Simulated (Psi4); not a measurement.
**AlH2O2 (SMILES [OH][Al][OH]): U-wB97M-V/pcseg-2 (sweep point 3)**

Aim: the vertical ionisation energy of AlH2O2 at U-wB97M-V/pcseg-2 (sweep point 3), from 2 runs. 

The results are computed with Psi4 1.11.

## (1) The system as given

AlH2O2: 5 atoms, total charge 0, spin state doublet. SMILES: `[OH][Al][OH]`. The shape is that of a PBE0-D4/def2-TZVP optimisation. This is one conformer, not always the lowest.

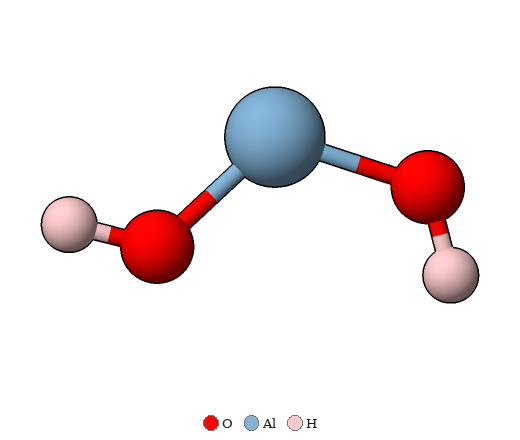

The structure, seen from a chosen angle (oxygen red, aluminium light blue, hydrogen pink).

## (2) A single-point energy at U-wB97M-V/pcseg-2 (sweep point 3)

Input file input.in:

```
memory 1600 mb

molecule {
  0 2
  O     -2.97348406    -0.61340510    -0.44880995
  Al     0.03495993    -1.55921303     0.12283220
  O      2.36102382     0.65819161     0.30235618
  H     -3.41983737     1.12589883    -0.67878962
  H      4.09144603     0.24906590     0.62436551
  units bohr
  symmetry c1
}

set reference uks
set puream true
set scf_type pk
set dft_radial_points 99
set dft_spherical_points 590
set maxiter 150

e, wfn = energy("wb97m-v/pcseg-2", return_wfn=True)
```

The run is started by

```sh
$ psi4 -n 1 input.in input.out
```

input.out:

```text
[...]
  Running in c1 symmetry.
[...]
  Nuclear repulsion =   93.602370558138546
[...]
  Multiplicity = 2
[...]
  Nalpha       = 16
  Nbeta        = 15
[...]
    Number of basis functions: 122
[...]
   @UKS iter   1:  -393.80523082074529   -6.84539e-01   8.11700e-03 DIIS/ADIIS
[...]
   @UKS iter   9:  -394.16519463120596   -5.76408e-08   3.77126e-07 DIIS
[...]
   @S^2 Observed:                7.509452631E-01
[...]
    Orbital Energies [Eh]
    ---------------------
    Alpha Occupied:
       1A    -56.270895     2A    -19.320646     3A    -19.312956
       4A     -4.285533     5A     -2.800423     6A     -2.799419
       7A     -2.794720     8A     -1.108166     9A     -1.096345
      10A     -0.622632    11A     -0.598653    12A     -0.471795
      13A     -0.449351    14A     -0.446386    15A     -0.423543
      16A     -0.285979
    Alpha Virtual:
      17A      0.036049    18A      0.062615    19A      0.066459
      20A      0.109650    21A      0.130268    22A      0.166718
      23A      0.190926    24A      0.248958    25A      0.312546
[...]
  @UKS Final Energy:  -394.16519463120596
   => Energetics <=
    Nuclear Repulsion Energy =             93.6023705581385457
    One-Electron Energy =                -732.6836561792240445
    Two-Electron Energy =                 272.0155502717646527
    DFT Exchange-Correlation Energy =     -27.2287938269151475
    Empirical Dispersion Energy =           0.0000000000000000
    VV10 Nonlocal Energy =                  0.1293345450300235
    Total Energy =                       -394.1651946312059636
[...]
 Multipole Moments:
 ------------------------------------------------------------------------------------
     Multipole            Electronic (a.u.)      Nuclear  (a.u.)        Total (a.u.)
 ------------------------------------------------------------------------------------
 L = 1.  Multiply by 2.5417464519 to convert [e a0] to [Debye]
 Dipole X            :          0.1710515            0.3823639            0.5534154
 Dipole Y            :         -1.8828819            1.7793598           -0.1035221
 Dipole Z            :          0.1947112           -0.0952680            0.0994432
 Magnitude           :                                                    0.5717293
[...]
```

Wall time 1.7 min (1 thread of Intel Xeon Platinum 8375C at 2.90GHz (Ice Lake), shared host); peak memory 1 GiB.

## (3) The singlet cation, same level

Input file alh2o2.dat:

```
memory 1600 MB

molecule system {
  1 1
  O     -2.97348406    -0.61340510    -0.44880995
  Al     0.03495993    -1.55921303     0.12283220
  O      2.36102382     0.65819161     0.30235618
  H     -3.41983737     1.12589883    -0.67878962
  H      4.09144603     0.24906590     0.62436551
  units au
  symmetry c1
}

set globals {
  basis                pcseg-2
  reference            rks
  puream               true
  scf_type             pk
  dft_radial_points    99
  dft_spherical_points 590
}

E = energy("wb97m-v")
```

The run is started by

```sh
$ psi4 -n 1 alh2o2.dat alh2o2.out
```

alh2o2.out:

```text
[...]
  Running in c1 symmetry.
[...]
  Nuclear repulsion =   93.602370558138546
[...]
  Multiplicity = 1
[...]
  Nalpha       = 15
  Nbeta        = 15
[...]
    Number of basis functions: 122
[...]
   @RKS iter   1:  -393.52955429041100   -4.08862e-01   7.74639e-03 ADIIS/DIIS
[...]
   @RKS iter   9:  -393.86245521899991   -2.06591e-07   5.43258e-07 DIIS
[...]
    Orbital Energies [Eh]
    ---------------------
    Doubly Occupied:
       1A    -56.602941     2A    -19.575042     3A    -19.543278
       4A     -4.611520     5A     -3.126527     6A     -3.125827
       7A     -3.118514     8A     -1.347209     9A     -1.320128
      10A     -0.857335    11A     -0.826173    12A     -0.701771
      13A     -0.680429    14A     -0.668425    15A     -0.648871
[...]
  @RKS Final Energy:  -393.86245521899991
   => Energetics <=
    Nuclear Repulsion Energy =             93.6023705581385457
    One-Electron Energy =                -724.4465963002718354
    Two-Electron Energy =                 263.9650766401564397
    DFT Exchange-Correlation Energy =     -27.1101078241501341
    Empirical Dispersion Energy =           0.0000000000000000
    VV10 Nonlocal Energy =                  0.1268017071270562
    Total Energy =                       -393.8624552189999122
[...]
 Multipole Moments:
 ------------------------------------------------------------------------------------
     Multipole            Electronic (a.u.)      Nuclear  (a.u.)        Total (a.u.)
 ------------------------------------------------------------------------------------
 L = 1.  Multiply by 2.5417464519 to convert [e a0] to [Debye]
 Dipole X            :          0.6074494            0.3823639            0.9898133
 Dipole Y            :         -3.3068917            1.7793598           -1.5275319
 Dipole Z            :          0.3926731           -0.0952680            0.2974051
 Magnitude           :                                                    1.8443248
[...]
```

Wall time 1.8 min (1 thread of Intel Xeon Platinum 8375C at 2.90GHz (Ice Lake), shared host); peak memory 1 GiB.

## (4) Results

At U-wB97M-V/pcseg-2 (sweep point 3):

```
                                          quantity          value
                      doublet AlH2O2: total energy  -394.16519 Eh
                     doublet AlH2O2: dipole moment         1.45 D
doublet AlH2O2: HOMO energy (highest over α and β)       -7.78 eV
 doublet AlH2O2: LUMO energy (lowest over α and β)       -1.15 eV
                              doublet AlH2O2: ⟨S²⟩          0.751
                      singlet cation: total energy  -393.86246 Eh
                       singlet cation: HOMO energy      -17.66 eV
                       singlet cation: LUMO energy       -8.66 eV
                     singlet cation: HOMO–LUMO gap        9.00 eV
vertical ionisation energy (to the singlet cation)       8.238 eV
```

Removing an electron at fixed nuclei costs 8.24 eV (190 kcal/mol). Only the singlet of the ionised species was computed; a triplet could lie lower.
